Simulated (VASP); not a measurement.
Given:

```
CELL_PARAMETERS angstrom
     -1.53952     1.53952     1.53952
      1.53952    -1.53952     1.53952
      1.53952     1.53952    -1.53952
ATOMIC_POSITIONS crystal
  Ir 0.00000 0.00000 0.00000
```

Computed with PBEsol GGA, VASP's PBE PAW potentials (set 64) (plane waves; VASP). Run with 400 eV cut-off, 19×19×19 Γ-centred mesh, tetrahedra with Blöchl corrections, potentials Ir.

Unless said otherwise, spin-orbit coupling is left out, though it shifts the bands of the heavy elements here.

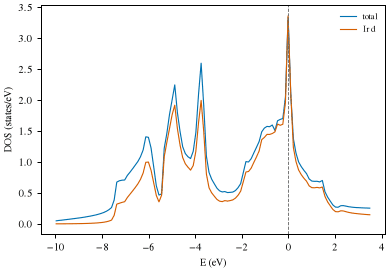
Total and projected density of states, zero at the Fermi level

Within 2 eV below the Fermi level the largest weight inside VASP's projection spheres is Ir d.

It has no gap at this level: it comes out as a metal or semimetal.

The structure was generated: Ir was put into the bcc type (Im-3m), which need not be its known phase. It was relaxed first.
